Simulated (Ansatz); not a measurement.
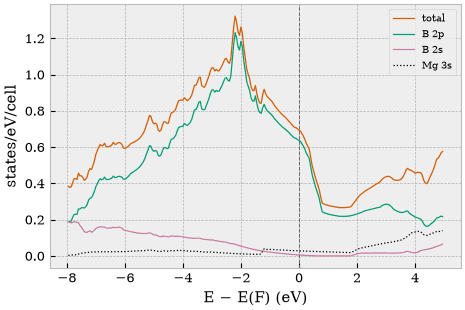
Figure: Total and projected density of states of MgB2 in space group P6/mmm (No. 191; Mg on 1a, B on 2d), DFT-LDA in the program Ansatz with PAW potentials

### Question
Which orbitals carry the states next to the Fermi level?

### Answer
Within 0.5 eV of the Fermi level: B 2p 91 %. Projections are on Löwdin-orthogonalised atomic valence shells; empty p or d shells of many metals are not among them.

### Question
Where is the tallest occupied peak in this window, and what makes it?

### Answer
Near -2.2 eV, about 1.3 states/eV per cell; the largest projected share is B 2p.

The LDA relaxation kept the symmetry of its start; phonons on a q-mesh show no instability.

Potentials: the later of the program's two PAW sets.
